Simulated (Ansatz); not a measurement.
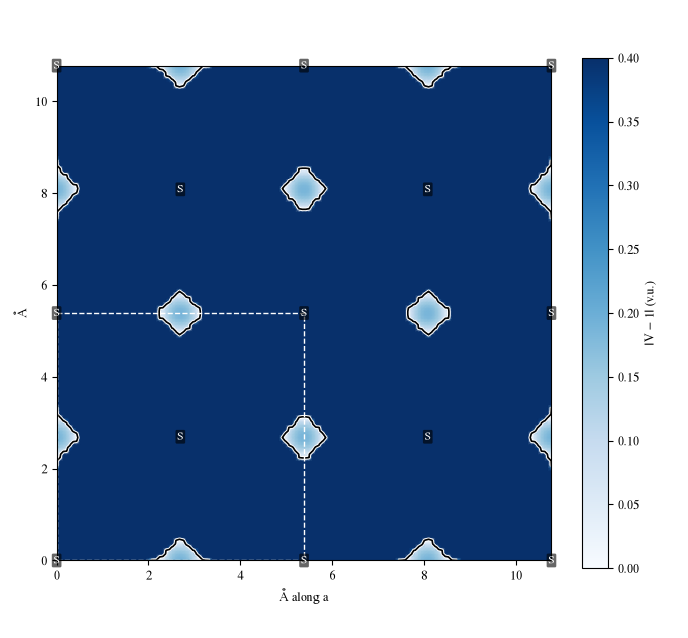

Bond-valence mismatch |V − 1| for Li+ in ZnS (F-43m) on the section y = 0.000 (parallel to a and c; the dashed line is one cell); the black line is the 0.2 v.u. contour, and values above the scale's top are cut off.

At each point the valence sum V of a Li+ ion is computed from the anions within 5 Å (s = exp((R0 − d)/b), R0 fitted to published crystal structures with b = 0.37 Å; R0: Li+–S 1.950 Å). Points too close to the other cations are excluded (2.0 Å from Zn). Li+ is a guest here, not part of the formula. This is an empirical screen for pathways, not an energy calculation.

Source of the atomic positions: a calculation's input that goes back to an entry of the Crystallography Open Database (an earlier step may have relaxed or displaced it).

```yaml
crystal:
  lattice:
    - [5.38819, 0.00000, 0.00000]
    - [0.00000, 5.38819, 0.00000]
    - [0.00000, 0.00000, 5.38819]
  atoms:
    - { symbol: Zn, position: [0.25000, 0.25000, 0.75000] }
    - { symbol: S, position: [0.00000, 0.00000, 0.00000] }
    - { symbol: Zn, position: [0.25000, 0.75000, 0.25000] }
    - { symbol: S, position: [0.00000, 0.50000, 0.50000] }
    - { symbol: Zn, position: [0.75000, 0.25000, 0.25000] }
    - { symbol: S, position: [0.50000, 0.00000, 0.50000] }
    - { symbol: Zn, position: [0.75000, 0.75000, 0.75000] }
    - { symbol: S, position: [0.50000, 0.50000, 0.00000] }
```

Question: In the whole crystal, how are the regions below 0.2 v.u. connected?

Answer: No path at this level: the regions are isolated pockets that do not connect across cells.

Question: At which mismatch do paths open?

Answer: From a mismatch of about 0.60 v.u. the regions form a three-dimensional network. These are grid estimates, good to about 0.1 v.u.
